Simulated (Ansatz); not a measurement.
# [Cu(OH)2]- (CuH₂O₂−): the relaxed shape and its frontier levels

What does [Cu(OH)2]- (CuH₂O₂−) look like as a singlet, and where do its frontier electrons sit?

The runs use Ansatz 0.2.0, Gaussian basis; RKS PBE0-D4/def2-TZVPD.

The runs, in order: relaxation at r2SCAN-D4/def2-TZVPD; a search for the lowest solution at PBE0-D4/def2-SVP; a single point at PBE0-D4/def2-TZVPD.

**1. The starting structure**

5 atoms, charge -1, spin multiplicity 1.

Atoms are counted from 1 here; the program's logs count them from 0.

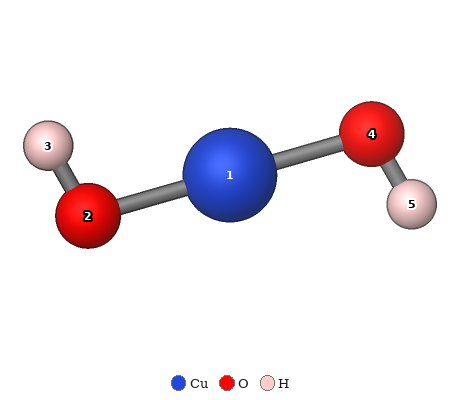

The starting geometry (copper blue, oxygen red, hydrogen pink); atoms are numbered from 1 in the order of the file.

Formally the metal is d10. No spin-orbit coupling is included. The ion is computed in the gas phase, without counter-ions or solvent.

The start is a GFN2-xTB geometry.

**2. Optimising with r2SCAN-D4/def2-TZVPD**

in.yaml

```yaml
crystal:
  periodic: [false, false, false]
  atoms:
    - {symbol: Cu, position_ang: [-0.000800, -0.001470, 0.000570]}
    - {symbol: O, position_ang: [0.031600, -0.008930, 1.764910]}
    - {symbol: H, position_ang: [-0.375500, 0.827860, 2.006460]}
    - {symbol: O, position_ang: [-0.036230, 0.006910, -1.764560]}
    - {symbol: H, position_ang: [0.380930, -0.824370, -2.007390]}
basis:
  gaussian: {orbitals: def2-TZVPD}
total_charge: -1
hamiltonian: {xc: r2scan, dispersion: d4}
scf: {lower_state_search: "off"}
output: {orbitals: {seedname: orbitals}}
relax: {f_tol: 0.02, max_steps: 100}
```

Run with:

```console
> ansatz run in.yaml --threads 4 --pin off --events-out ev --progress --plain --max-ram 3916MiB
```

Log (excerpt; [...] marks lines left out):

```text
Functional definition: r2SCAN
  name "r2SCAN"
  cite "Furness, Kaplan, Ning, Perdew & Sun, J. Phys. Chem. Lett. 11, 8208 (2020) doi:10.1021/acs.jpclett.0c02405"
  cite "Furness, Kaplan, Ning, Perdew & Sun, J. Phys. Chem. Lett. 11, 9248 (2020) doi:10.1021/acs.jpclett.0c03077"
  parent r2scan
[...]
939 factors; their error is unknown
[...]
mean field -48769.57656210 eV, -1792.2488814509 hartree, gradient 4.2e-6 eV, S^2 0.000000; 0 other end points of the search recorded, 0 dependent functions left out
[...]
reference -48769.57657628 eV, -1792.2488819721 hartree; 24, 24 occupied and 122, 122 virtual orbitals, 939 factors
relax step   1: F+E_penalty+E_count = -48769.59268550 eV  Δ(F+E_penalty+E_count) = +0.000e0 eV  max|allowed force component| = 9.833e-1 eV/Å  Δτ_max = 0.0000 Å  (20 SCF iters, accepted)
[...]
relax step   4: F+E_penalty+E_count = -48769.66569980 eV  Δ(F+E_penalty+E_count) = -7.693e-4 eV  max|allowed force component| = 7.224e-2 eV/Å  Δτ_max = 0.0289 Å  (22 SCF iters, accepted)
[...]
relax step   7: F+E_penalty+E_count = -48769.65573116 eV  Δ(F+E_penalty+E_count) = +1.282e-2 eV  max|allowed force component| = 9.026e-1 eV/Å  Δτ_max = 0.1000 Å  (27 SCF iters, rejected (line search))
[...]
relax step  10: F+E_penalty+E_count = -48769.68079484 eV  Δ(F+E_penalty+E_count) = -6.168e-3 eV  max|allowed force component| = 8.537e-2 eV/Å  Δτ_max = 0.0750 Å  (21 SCF iters, accepted)
[...]
relax step  13: F+E_penalty+E_count = -48769.68529639 eV  Δ(F+E_penalty+E_count) = -2.584e-3 eV  max|allowed force component| = 5.071e-3 eV/Å  Δτ_max = 0.0651 Å  (21 SCF iters, accepted)
[...]
relax step  14: F+E_penalty+E_count = -48769.67987261 eV  Δ(F+E_penalty+E_count) = +5.424e-3 eV  max|allowed force component| = 4.491e-1 eV/Å  Δτ_max = 0.0538 Å  (21 SCF iters, rejected (line search))
[...]
relax step  15: F+E_penalty+E_count = -48769.68531407 eV  Δ(F+E_penalty+E_count) = -1.769e-5 eV  max|allowed force component| = 3.777e-3 eV/Å  Δτ_max = 0.0028 Å  (22 SCF iters, accepted)
Total energy: -48769.68532860 eV, -1792.2528785461 hartree
Atom 0 at    -0.187074    -0.093362     0.003171 Å, force    -0.001661    -0.000823     0.000012 eV/Å
Atom 1 at    -0.283753     0.010916     1.818370 Å, force     0.000821     0.002705     0.003769 eV/Å
Atom 2 at     0.013574     0.896601     2.061118 Å, force     0.000294    -0.002850    -0.002924 eV/Å
Atom 3 at    -0.211198    -0.257943    -1.809977 Å, force     0.002579    -0.001021    -0.003777 eV/Å
Atom 4 at     0.668452    -0.556212    -2.072692 Å, force    -0.002032     0.001988     0.002920 eV/Å
Dipole moment:     0.267100     0.133309    -0.004529 e Å
Checks for a lower state left out: stability, starts, cluster_reference, orbital_swaps, neighbouring_geometries, increment
```

It took 16 s on 4 threads of Arm Neoverse V2, shared host.

Relaxation path: (the energy doesn't fall at every step)

```
step  energy from step 1 (eV)  largest force component (eV/Å)
   1                   0.0000                          0.9833
   2                  -0.0481                          0.5699
   3                  -0.0722                          0.0677
   4                  -0.0730                          0.0722
   5                  -0.0429                          1.1775
   6                  -0.0759                          0.0693
   7                  -0.0630                          0.9026
   8                  -0.0790                          0.0831
   9                  -0.0819                          0.1995
  10                  -0.0881                          0.0854
  11                  -0.0900                          0.2086
  12                  -0.0388                          1.4089
  13                  -0.0926                          0.0051
  14                  -0.0872                          0.4491
  15                  -0.0926                          0.0038
```

The force was under the threshold of 0.02 eV/Å already at step 13, but the program went on to step 15.

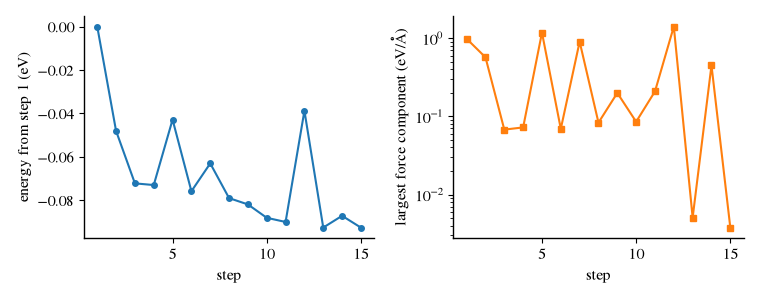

Energy and largest force along the relaxation.

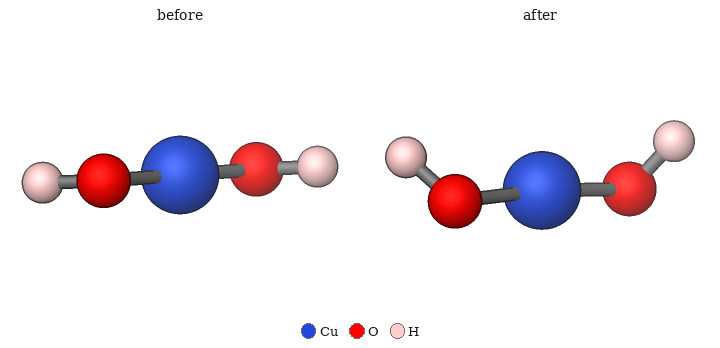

The geometry before (left) and after (right).

Close pairs (by a distance rule), those that changed most:

```
  bond  before (Å)  after (Å)  change (Å)
Cu1–O2       1.765      1.821      +0.056
Cu1–O4       1.766      1.821      +0.055
 O4–H5       0.961      0.965      +0.004
 O2–H3       0.961      0.965      +0.004
```

Bonds by kind at the end (by distance):

```
bond  count  shortest (Å)  longest (Å)
Cu–O      2         1.821        1.821
 H–O      2         0.965        0.965
```

**3. Searching for the lowest solution, PBE0-D4/def2-SVP**

start.molden holds the orbitals of an earlier run on this state, given as this run's starting guess.

in.yaml

```yaml
crystal:
  periodic: [false, false, false]
  atoms:
    - {symbol: Cu, position_ang: [-0.187074, -0.093362, 0.003171]}
    - {symbol: O, position_ang: [-0.283753, 0.010916, 1.818370]}
    - {symbol: H, position_ang: [0.013574, 0.896601, 2.061118]}
    - {symbol: O, position_ang: [-0.211198, -0.257943, -1.809977]}
    - {symbol: H, position_ang: [0.668452, -0.556212, -2.072692]}
basis:
  gaussian: {orbitals: def2-SVP, initial_orbitals: start.molden}
total_charge: -1
hamiltonian: {xc: pbe0, dispersion: d4}
output: {orbitals: {seedname: orbitals}}
```

The command is unchanged.

Log:

```text
Functional definition: PBE0
  name "PBE0"
  cite "Adamo & Barone, J. Chem. Phys. 110, 6158 (1999) doi:10.1063/1.478522"
  cite "Perdew, Burke & Ernzerhof, Phys. Rev. Lett. 77, 3865 (1996) doi:10.1103/PhysRevLett.77.3865"
  parent pbe
  parameter a = 0.25
  parameter kappa = 0.804
  parameter beta = 0.06672455060314922
  exchange = (1 - a)*pbe_x(kappa = kappa, mu = beta*pi^2/3) + a*exact_x
  correlation = pbe_c(beta = beta)
710 factors; integrals over basis functions are off by at most 7.0e-4 eV
mean field evaluation 1: about -48747.1104 eV, gradient 1.7e1 eV
mean field evaluation 2: about -48747.7087 eV, gradient 6.3e-1 eV
mean field evaluation 4: about -48747.8856 eV, gradient 3.5e-3 eV
mean field evaluation 8: about -48739.3409 eV, gradient 7.7e1 eV
mean field evaluation 16: about -48747.8855 eV, gradient 1.1e-1 eV
mean field -48747.88557452 eV, -1791.4517523601 hartree, gradient 4.1e-5 eV, S^2 0.000000; 1 other end points of the search recorded, 0 dependent functions left out
reference -48747.88561716 eV, -1791.4517539272 hartree; 24, 24 occupied and 45, 45 virtual orbitals, 710 factors
Total energy: -48747.94195423 eV, -1791.4538242762 hartree
```

It took 0.75 s on 4 threads of Arm Neoverse V2, shared host.

HOMO 0.21 eV, LUMO 4.87 eV. Doubts: highest occupied level lies above zero.

**4. Single point, PBE0-D4/def2-TZVPD**

in.yaml: that of step 3 with these lines changed.

```diff
@@ -9,5 +9,6 @@
 basis:
-  gaussian: {orbitals: def2-SVP, initial_orbitals: start.molden}
+  gaussian: {orbitals: def2-TZVPD, initial_orbitals: start.molden}
 total_charge: -1
 hamiltonian: {xc: pbe0, dispersion: d4}
+scf: {omitted_lower_state_checks: [starts]}
 output: {orbitals: {seedname: orbitals}}
```

The command is unchanged.

Log:

```text
Functional definition: PBE0
  name "PBE0"
  cite "Adamo & Barone, J. Chem. Phys. 110, 6158 (1999) doi:10.1063/1.478522"
  cite "Perdew, Burke & Ernzerhof, Phys. Rev. Lett. 77, 3865 (1996) doi:10.1103/PhysRevLett.77.3865"
  parent pbe
  parameter a = 0.25
  parameter kappa = 0.804
  parameter beta = 0.06672455060314922
  exchange = (1 - a)*pbe_x(kappa = kappa, mu = beta*pi^2/3) + a*exact_x
  correlation = pbe_c(beta = beta)
these checks for a lower state are left out or cut short: starts
1018 factors; their error is unknown
mean field evaluation 1: about -48756.3346 eV, gradient 1.5e2 eV
mean field evaluation 2: about -48760.1738 eV, gradient 6.7e0 eV
mean field evaluation 4: about -48760.5915 eV, gradient 7.4e-3 eV
mean field -48760.71715404 eV, -1791.9233042100 hartree, gradient 7.4e-5 eV, S^2 0.000000; 0 other end points of the search recorded, 0 dependent functions left out
reference -48760.71718719 eV, -1791.9233054282 hartree; 24, 24 occupied and 122, 122 virtual orbitals, 1018 factors
Total energy: -48760.77352426 eV, -1791.9253757773 hartree
Checks for a lower state left out: starts
```

Run time: 1 s. Hardware: 4 threads of Arm Neoverse V2, shared host.

Report: HOMO -0.77 eV, LUMO 3.79 eV.

Mulliken charges, from this run's orbitals:

```
atom  value (e)
 Cu1      -0.03
  O2      -0.71
  H3       0.22
  O4      -0.71
  H5       0.22
```

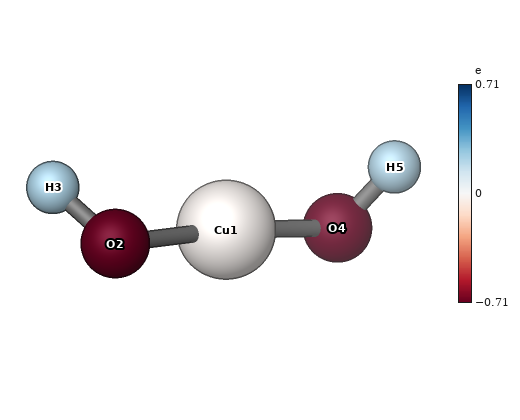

Mulliken charges, from this run's orbitals, as colours on the atoms.

Largest Mayer bond orders: O2–H3 1.00; O4–H5 1.00; Cu1–O2 0.56; Cu1–O4 0.56.

**5. What came out**

```
                                          quantity             value
                                       point group                C2
                      near neighbours of the metal  O 1.82, O 1.82 Å
                  HOMO, LUMO at PBE0-D4/def2-TZVPD    -0.77, 3.79 eV
charge on the metal (Mulliken, PBE0-D4/def2-TZVPD)           -0.03 e
```

What this shows: The molecule keeps its bonding pattern by the stored test; the atoms moved 0.34 Å (rms). The Mulliken charge of the metal, -0.03 e, depends on the basis and isn't its oxidation state. No usable vibrations, so a minimum isn't proven. Whether this spin is the lowest isn't tested here.

The anion's highest level is positive in at least one run, so there the basis alone may hold the extra electron.
